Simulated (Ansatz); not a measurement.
# Fields on a plane of Hf (hcp, Mg type)

```xyz
2
Lattice="3.2041 0.0000 0.0000 -1.6021 2.7749 0.0000 0.0000 0.0000 5.0689" Properties=species:S:1:pos:R:3 pbc="T T T"
Hf     0.0000     1.8499     3.8017
Hf     1.6021     0.9250     1.2672
```

The slice is a (-1 1 0 2) plane (indices of the conventional cell) through the point (0.333, 0.667, 0.750) (fractional), spanned by u = [110] and v = [1 -1 1] in vectors of this cell: u (3.20 Å) and v (7.52 Å, at 90° to u). It covers one period; positions are fractions (u, v).

Atoms on it: Hf at (0.00, 0.00). Other atoms lie within 1 Å of the plane.

Computed with PBE (plane waves to 420 eV, PAW, scalar-relativistic; Ansatz, a program for electronic structure). k mesh 17×17×9. Inside the PAW spheres the values are not all-electron values, and peaks at nuclei hang on which shells count as valence. Hf is run without spin polarisation. Hf was relaxed with its symmetry unable to fall. Spin-orbit coupling is left out, though Hf is heavy. The PAW data are Ansatz's earlier set.

| v \ u | 0.00 | 0.10 | 0.20 | 0.30 | 0.40 | 0.50 | 0.60 | 0.70 | 0.80 | 0.90 |
|---|---|---|---|---|---|---|---|---|---|---|
| 0.92 | 0.75 | 0.68 | 0.39 | 0.17 | 0.36 | 0.59 | 0.36 | 0.17 | 0.39 | 0.68 |
| 0.83 | 0.13 | 0.14 | 0.22 | 0.42 | 0.59 | 0.64 | 0.59 | 0.42 | 0.22 | 0.14 |
| 0.75 | 0.62 | 0.58 | 0.45 | 0.31 | 0.23 | 0.22 | 0.23 | 0.31 | 0.45 | 0.58 |
| 0.67 | 0.63 | 0.56 | 0.37 | 0.21 | 0.15 | 0.14 | 0.15 | 0.21 | 0.37 | 0.56 |
| 0.58 | 0.20 | 0.23 | 0.31 | 0.39 | 0.42 | 0.42 | 0.42 | 0.39 | 0.31 | 0.23 |
| 0.50 | 0.40 | 0.31 | 0.17 | 0.26 | 0.61 | 0.74 | 0.61 | 0.26 | 0.17 | 0.31 |
| 0.42 | 0.75 | 0.68 | 0.39 | 0.17 | 0.36 | 0.59 | 0.36 | 0.17 | 0.39 | 0.68 |
| 0.33 | 0.52 | 0.41 | 0.19 | 0.14 | 0.33 | 0.49 | 0.33 | 0.14 | 0.19 | 0.41 |
| 0.25 | 0.22 | 0.23 | 0.31 | 0.45 | 0.58 | 0.62 | 0.58 | 0.45 | 0.31 | 0.23 |
| 0.17 | 0.14 | 0.15 | 0.21 | 0.37 | 0.56 | 0.63 | 0.56 | 0.37 | 0.21 | 0.15 |
| 0.08 | 0.75 | 0.68 | 0.42 | 0.14 | 0.19 | 0.33 | 0.19 | 0.14 | 0.42 | 0.68 |
| 0.00 | x | x | 0.75 | 0.32 | 0.16 | 0.29 | 0.16 | 0.32 | 0.75 | x |

Values: electron localisation function (ELF). Points within 0.5 Å of a nucleus are blanked (x), as the pseudised field means little there.

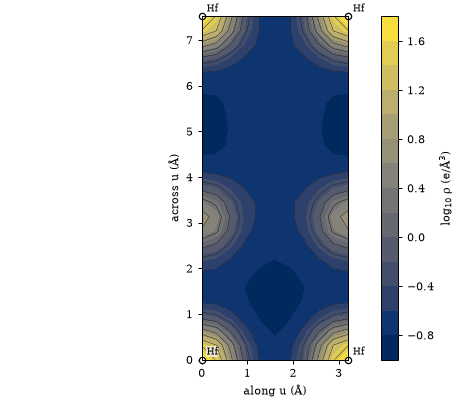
Figure. Log₁₀ of the valence density in e/Å³, one period of the plane, atoms marked. The scale is logarithmic, as a density can span decades between atoms and voids.
